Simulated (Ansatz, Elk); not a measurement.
## Bonding as seen by X-rays: BaZn6Si

Structure refinements treat a crystal as free atoms side by side. For a made-up structure of BaZn6Si (cell and positions from a PBE relaxation) the runs below show what the calculated density changes in F(hkl).

Calculated with Elk 11.2.3 (patched build); DFT, PBE, all-electron APW+lo, Dirac cores, scalar-relativistic bands, static density, no spin.

The structure was built from a prototype and need not be the compound's stable phase.

## Step 1: The starting structure

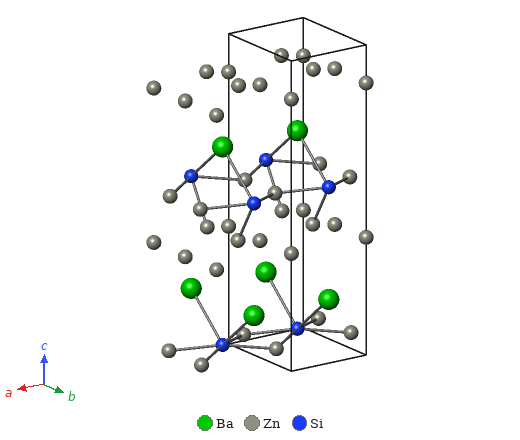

The starting structure, seen from a free direction (barium green, zinc grey, silicon blue). 2×1×1 cells are drawn. This picture shows the conventional cell, with its axes. Bonds to atoms that aren't drawn are left out. Some periodic images of atoms are drawn too.

Coordinates:

```cif
data_structure
_symmetry_space_group_name_H-M 'Amm2'
_symmetry_Int_Tables_number 38
_cell_length_a 4.3673
_cell_length_b 5.1934
_cell_length_c 15.5495
_cell_angle_alpha 90.000
_cell_angle_beta 90.000
_cell_angle_gamma 90.000
_cell_volume 352.68
loop_
_atom_site_label
_atom_site_type_symbol
_atom_site_symmetry_multiplicity
_atom_site_Wyckoff_symbol
_atom_site_fract_x
_atom_site_fract_y
_atom_site_fract_z
_atom_site_occupancy
Ba1 Ba 2 b 0.50000 0.00000 0.20538 1
Zn1 Zn 2 a 0.00000 0.50000 0.37708 1
Zn2 Zn 2 a 0.00000 0.00000 0.37938 1
Zn3 Zn 4 d 0.00000 0.23994 0.05127 1
Zn4 Zn 4 e 0.50000 0.74556 0.42539 1
Si1 Si 2 b 0.50000 0.50000 0.06704 1
```

## Step 2: Ground state and structure factors

An all-electron density is needed, since X-rays see the cores too. Task 0 finds the density and task 195 Fourier-transforms it; tshift is off so that phases refer to the origin typed.

File elk.in:

```
tasks
  0
  195

xctype
  20

spinpol
  .false.

rgkmax
  7.0

gmaxvr
  14.0

lmaxo
  7

lmaxapw
  8

swidth
  0.002

tshift
  .false.

ramdisk
  .false.

hmaxvr
  5.5

maxscl
  120

epspot
  1e-06

sppath
  './'

avec
  8.25306787231 0.00000000000 -0.00000000000
  -0.00000000000 4.90705950600 14.69214481535
  -0.00000000000 -4.90705950600 14.69214481535

atoms
  3
  'Ba.in'
  1
  0.5000000000 0.2053825513 0.2053825513   0.000000 0.000000 0.000000
  'Zn.in'
  6
  -0.0000000000 0.8770789914 0.8770789914   0.000000 0.000000 0.000000
  -0.0000000000 0.3793799933 0.3793799933   0.000000 0.000000 0.000000
  0.0000000000 0.2912165551 0.8113297518   0.000000 0.000000 0.000000
  0.0000000000 0.8113297518 0.2912165551   0.000000 0.000000 0.000000
  0.5000000000 0.1709484228 0.6798261708   0.000000 0.000000 0.000000
  0.5000000000 0.6798261708 0.1709484228   0.000000 0.000000 0.000000
  'Si.in'
  1
  0.5000000000 0.5670375635 0.5670375635   0.000000 0.000000 0.000000

ngridk
  5 5 5
```

The run is started by

```
> OMP_NUM_THREADS=4 elk
```

Numbers of over 12 decimals in the logs are rounded to 6 here.

What it wrote:

```text
┌─────────────────────────┐
│ Elk code version 11.2.3 │
└─────────────────────────┘

All units are atomic (Hartree, Bohr, etc.)

┌─────────────────────────────────────────────────┐
│ Ground-state run starting from atomic densities │
└─────────────────────────────────────────────────┘

Lattice vectors :
   8.253067872       0.000000000      -0.000000000
  -0.000000000       4.907059506       14.69214482
  -0.000000000      -4.907059506       14.69214482

Reciprocal lattice vectors :
  0.7613151139       0.000000000       0.000000000
   0.000000000      0.6402189845      0.2138280485
   0.000000000     -0.6402189845      0.2138280485

Unit cell volume      :    1190.013634
Brillouin zone volume :   0.2084431693

Muffin-tin inner radius fraction :   0.1000000000E-01

Nuclei treated as point charges

Species : 1 (Ba)
 parameters loaded from : Ba.in
 name : barium
 nuclear charge    :   -56.00000000
 electronic charge :    56.00000000
 atomic mass :    250331.8071
 muffin-tin radius :    2.800000000
 number of radial points in muffin-tin :   1393
 inner part over the whole radius :   0.9950032293E-02
 number on inner part of muffin-tin    :    996
 approximate nuclear radius :   0.9171481901E-04
 number of mesh points to nuclear radius :    504
 atomic positions (lattice), magnetic fields (Cartesian) :
  1 :   0.50000000  0.20538255  0.20538255    0.00000000  0.00000000  0.00000000

Species : 2 (Zn)
 parameters loaded from : Zn.in
 name : zinc
 nuclear charge    :   -30.00000000
 electronic charge :    30.00000000
 atomic mass :    119233.3130
 muffin-tin radius :    2.329833100
 number of radial points in muffin-tin :    993
 inner part over the whole radius :   0.9930194240E-02
 number on inner part of muffin-tin    :    701
 approximate nuclear radius :   0.7484757725E-04
 number of mesh points to nuclear radius :    338
 atomic positions (lattice), magnetic fields (Cartesian) :
  1 :   0.00000000  0.87707899  0.87707899    0.00000000  0.00000000  0.00000000
  2 :   0.00000000  0.37937999  0.37937999    0.00000000  0.00000000  0.00000000
  3 :   0.00000000  0.29121656  0.81132975    0.00000000  0.00000000  0.00000000
  4 :   0.00000000  0.81132975  0.29121656    0.00000000  0.00000000  0.00000000
  5 :   0.50000000  0.17094842  0.67982617    0.00000000  0.00000000  0.00000000
  6 :   0.50000000  0.67982617  0.17094842    0.00000000  0.00000000  0.00000000

Species : 3 (Si)
 parameters loaded from : Si.in
 name : silicon
 nuclear charge    :   -14.00000000
 electronic charge :    14.00000000
 atomic mass :    51196.73458
 muffin-tin radius :    2.200000000
 number of radial points in muffin-tin :    793
 inner part over the whole radius :   0.9899632250E-02
 number on inner part of muffin-tin    :    553
 approximate nuclear radius :   0.5963282101E-04
 number of mesh points to nuclear radius :    246
 atomic positions (lattice), magnetic fields (Cartesian) :
  1 :   0.50000000  0.56703756  0.56703756    0.00000000  0.00000000  0.00000000

Total number of atoms per unit cell :    8
Total muffin-tin volume :    454.3987620
 ratio of muffin-tin to unit cell volume :   0.3818433242

Spin treatment :
 spin-unpolarised

Number of Bravais lattice symmetries :    8
Number of crystal symmetries         :    4
Crystal has no inversion symmetry
Complex Hermitian eigensolver will be used

k-point grid :      5     5     5
k-point offset :    0.000000000       0.000000000       0.000000000
k-point set is reduced with full crystal symmetry group
Total number of k-points :       45

Muffin-tin radius times maximum |G+k| :    7.000000000
 using average radius
Maximum |G+k| for APW functions       :    2.950629861
Maximum (1/2)|G+k|²                   :    4.353108288
Maximum |G| for potential and density :    14.00000000
Constant for pseudocharge density :   10
 order of it for each species :   17  17  17
 order of it for pair densities of each species (exact exchange by exxq0 0: 18) :   14   9   8
Radial integration step length :    1

[...]
electron entropic           :    -0.11012168289855E-02
 total energy                :     -19207.358530182

Density of states at Fermi energy :    79.76221145
 (states/Hartree/unit cell)

Estimated indirect band gap :   0.2424885690E-02
 from k-point 38 to k-point 31
Estimated direct band gap   :   0.4248516032E-02
 at k-point 31

Charges :
 core                        :    118.0000000
 valence                     :    132.0000000
 interstitial                :    11.83341364
 muffin-tins (core leakage)
  species : 1 (Ba)
[...]
species : 2 (Zn)
[...]
species : 3 (Si)
[...]
total in muffin-tins        :    238.1665864
 total calculated charge     :    249.9976036
 total charge                :    250.0000000
 error                       :   0.2396443151E-02

RMS change in Kohn-Sham potential (target) :   0.2541332960     (  0.1000000000E-05)
Absolute change in total energy (target)   :   0.4096092296     (  0.1000000000E-03)

[... loops 3 to 17 left out ...]

┌──────────────────┐
│ Loop number : 18 │
└──────────────────┘

Energies :
 Fermi                       :     0.192020
 sum of occupied eigenvalues :     -11350.203040915
 electron kinetic            :      19953.207473631
 core electron kinetic       :      18402.815256647
 Coulomb                     :     -38510.102246670
 Coulomb potential           :     -30458.502068322
 nuclear-nuclear             :     -2047.8245847663
 electron-nuclear            :     -42513.942430256
 Hartree                     :      6051.6647683520
 Madelung                    :     -23280.851212509
 xc potential                :     -844.90844622362
 exchange                    :     -636.87125472095
 correlation                 :     -12.296950005534
 electron entropic           :    -0.12070648366372E-02
 total energy                :     -19206.064184831

Density of states at Fermi energy :    93.37032794
 (states/Hartree/unit cell)

Estimated indirect band gap :   0.5292841508E-03
 from k-point 29 to k-point 31
Estimated direct band gap   :   0.5868732197E-02
 at k-point 31

Charges :
 core                        :    118.0000000
 valence                     :    132.0000000
 interstitial                :    11.38716584
 muffin-tins (core leakage)
  species : 1 (Ba)
[...]
species : 2 (Zn)
[...]
species : 3 (Si)
[...]
total in muffin-tins        :    238.6128342
 total calculated charge     :    249.9976647
 total charge                :    250.0000000
 error                       :   0.2335263497E-02

RMS change in Kohn-Sham potential (target) :   0.3356132002E-06 (  0.1000000000E-05)
Absolute change in total energy (target)   :   0.9502121247E-04 (  0.1000000000E-03)

Convergence targets achieved

┌──────────────────┐
│ Loop number : 19 │
└──────────────────┘

Energies :
 Fermi                       :     0.192020
 sum of occupied eigenvalues :     -11350.203028984
 electron kinetic            :      19953.207458713
 core electron kinetic       :      18402.815246748
 Coulomb                     :     -38510.102262500
 Coulomb potential           :     -30458.502061670
 nuclear-nuclear             :     -2047.8245847663
 electron-nuclear            :     -42513.942466738
 Hartree                     :      6051.6647890040
 Madelung                    :     -23280.851231665
 xc potential                :     -844.90842602690
 exchange                    :     -636.87125552856
 correlation                 :     -12.296950011798
 electron entropic           :    -0.12070657698631E-02
 total energy                :     -19206.064216394

Density of states at Fermi energy :    93.37042360
 (states/Hartree/unit cell)

Estimated indirect band gap :   0.5292958471E-03
 from k-point 29 to k-point 31
Estimated direct band gap   :   0.5868743775E-02
 at k-point 31

Charges :
 core                        :    118.0000000
 valence                     :    132.0000000
 interstitial                :    11.38716492
 muffin-tins (core leakage)
  species : 1 (Ba)
[...]
species : 2 (Zn)
[...]
atom 5                    :    28.81985489     (  0.1219589490E-03)
   atom 6                    :    28.81985489     (  0.1219589490E-03)
  species : 3 (Si)
   atom 1                    :    12.16819329     (  0.1328986866E-02)
 total in muffin-tins        :    238.6128351
 total calculated charge     :    249.9976647
 total charge                :    250.0000000
 error                       :   0.2335264275E-02

┌──────────────────────────────┐
│ Self-consistent loop stopped │
└──────────────────────────────┘

Warning : core states of species 2 leak from the muffin-tin :   0.1219589490E-03

Warning : core states of species 3 leak from the muffin-tin :   0.1328986866E-02

Wrote STATE.OUT
```

Wall time 2 min (4 threads of Intel Xeon 6975P-C (Granite Rapids), shared host); peak memory 0.41 GiB; 6.8 min of CPU time.

SFACRHO.OUT:

```text

h k l indices transformed by vhmat matrix:
   1.000000000       0.000000000       0.000000000    
   0.000000000       1.000000000       0.000000000    
   0.000000000       0.000000000       1.000000000    

      h      k      l  multipl.   |H|            Re(F)            Im(F)           |F|

      0      0      0      1   0.0000000       250.00000     -0.76783455E-16   250.00000    
      0     -1     -1      1  0.42765610       46.624523       31.593945       56.320720    
      0      1      1      1  0.42765610       46.624523      -31.593945       56.320720    
      0      0     -1      2  0.67498354       7.4516191      -44.407912       45.028761    
      0      1      0      2  0.67498354       7.4516191       44.407912       45.028761    
     -1      0      0      2  0.76131511      -7.4481240      0.35814333E-13   7.4481240    
      0      2      2      1  0.85531219      -34.914874      -36.872912       50.780509    
      0     -2     -2      1  0.85531219      -34.914874       36.872912       50.780509    
     -1     -1     -1      2  0.87320699       47.304848       12.818933       49.010955    
      1      1      1      2  0.87320699       47.304848      -12.818933       49.010955    
      0      2      1      2  0.90630142      -38.425045      -41.228646       56.358543    
      0     -1     -2      2  0.90630142      -38.425045       41.228646       56.358543    
      1      1      0      4   1.0174495      -1.7054532      -39.963325       39.999699    
     -1      0     -1      4   1.0174495      -1.7054532       39.963325       39.999699    
      1     -2     -2      2   1.1450588      -40.084979      -123.95995       130.27999    
      1      2      2      2   1.1450588      -40.084979       123.95995       130.27999    
     -1     -2     -1      4   1.1836313       38.143869      -45.147140       59.103459    
     -1      1      2      4   1.1836313       38.143869       45.147140       59.103459
```

Elk indexes on the primitive cell of elk.in and gives |H| = 4π sin θ/λ in inverse bohr. Below, one row stands for each form hkl of the conventional cell (m members, Friedel mates merged), F is for one primitive cell and the density is static (no thermal factor). Free-atom factors are Waasmaier and Kirfel's, and R is Σm||F|−|F'||/Σm|F|.

```
hkl  m  sin θ/λ (Å⁻¹)  abs F, DFT  neutral atoms   diff.  abs of complex diff.
002  2          0.064      56.321         56.421  -0.100                 0.177
011  4          0.102      45.029         44.838  +0.191                 0.221
100  2          0.115       7.448          7.036  +0.413                 0.413
004  2          0.129      50.781         50.775  +0.005                 0.346
102  4          0.131      49.011         49.026  -0.016                 0.204
013  4          0.136      56.358         56.192  +0.166                 0.204
111  8          0.153      40.000         40.036  -0.036                 0.161
104  4          0.172     130.280        130.685  -0.405                 0.410
113  8          0.178      59.103         58.997  +0.106                 0.118
015  4          0.187      49.817         49.929  -0.112                 0.119
020  2          0.193       6.661          6.258  +0.403                 0.403
006  2          0.193     147.616        148.237  -0.621                 0.633
022  4          0.203      95.898         96.417  -0.519                 0.602
115  8          0.220      46.034         45.983  +0.052                 0.142
```

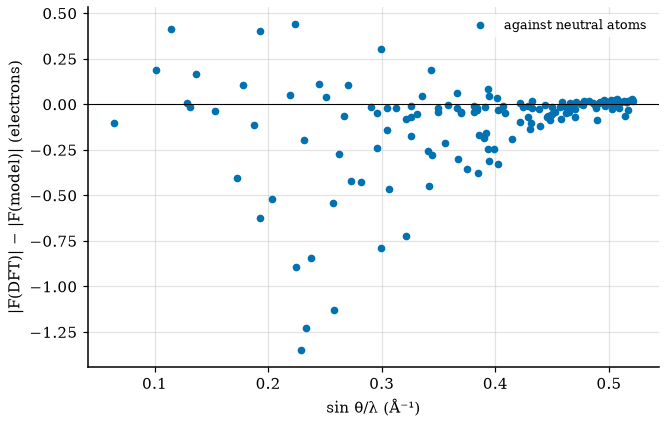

Difference between the calculated structure factors and the independent-atom ones.

(Continued in part 2 of 2.)

[Logs are printed without paths, hosts, clocks, repeated set-up lines and the standing remarks that a program may print on its own settings, such as how far it seeks lower states.]

[Hosts, paths, dates, database ids (printed as entryN), source tags and the programs' standing remarks are cut or masked in the printed files.]
